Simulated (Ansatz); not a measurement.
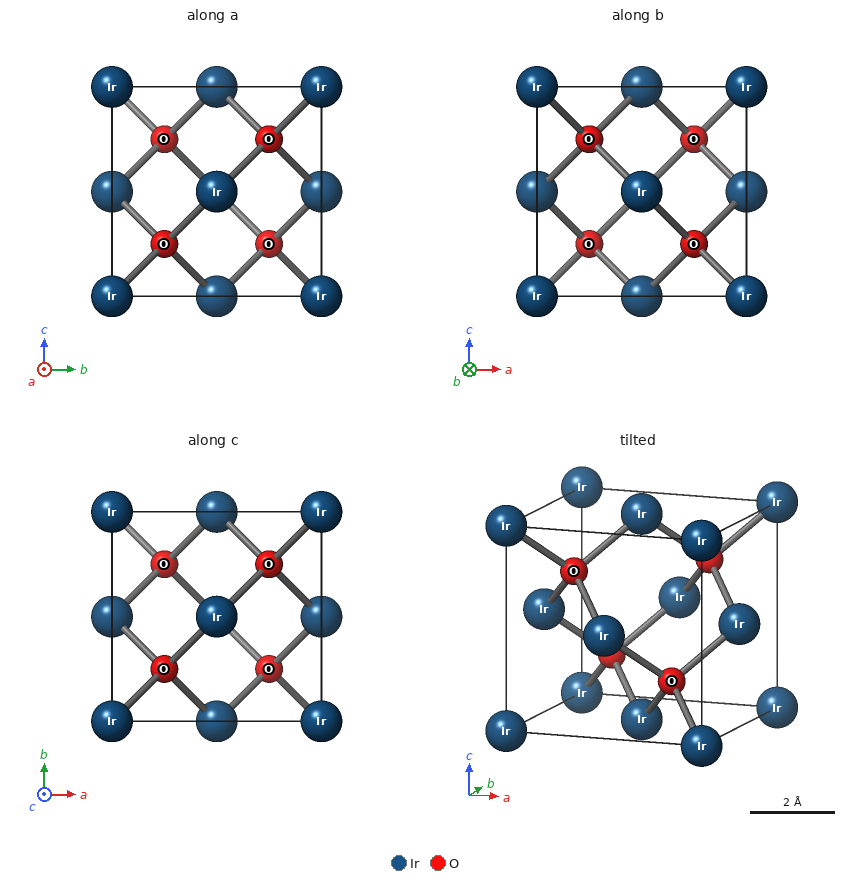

Ball-and-stick drawing of the structure, looking along the a axis, along the b axis, along the c axis and slightly off an axis. One conventional unit cell is outlined, and atoms on its boundary appear in each equivalent place.

Lattice parameters: a = 4.9979 Å, b = 4.9979 Å, c = 4.9979 Å, α = 90.000°, β = 90.000°, γ = 90.000°.

Express the structure as a CIF with its space group and independent sites.

Answer.
```cif
data_structure
_symmetry_space_group_name_H-M 'F -4 3 m'
_symmetry_Int_Tables_number 216
_cell_length_a 4.9979
_cell_length_b 4.9979
_cell_length_c 4.9979
_cell_angle_alpha 90.000
_cell_angle_beta 90.000
_cell_angle_gamma 90.000
_cell_volume 124.84
loop_
_atom_site_label
_atom_site_type_symbol
_atom_site_symmetry_multiplicity
_atom_site_Wyckoff_symbol
_atom_site_fract_x
_atom_site_fract_y
_atom_site_fract_z
_atom_site_occupancy
Ir1 Ir 4 a 0.0000 0.0000 0.0000 1
O1 O 4 d 0.2500 0.2500 0.7500 1
```

Starting structure: a structure type filled with these elements by a generator (whether the compound takes this form wasn't checked). Earlier steps of the study, as a rule a relaxation of our own, may have changed the cell and positions, so they can lie some per cent off the listed ones. Ansatz was used for an electronic-structure calculation on it.

At this level of theory the run's own cell isn't at rest (stretched, at -22 GPa), so its distances can differ from those at equilibrium, the more so the softer the solid.
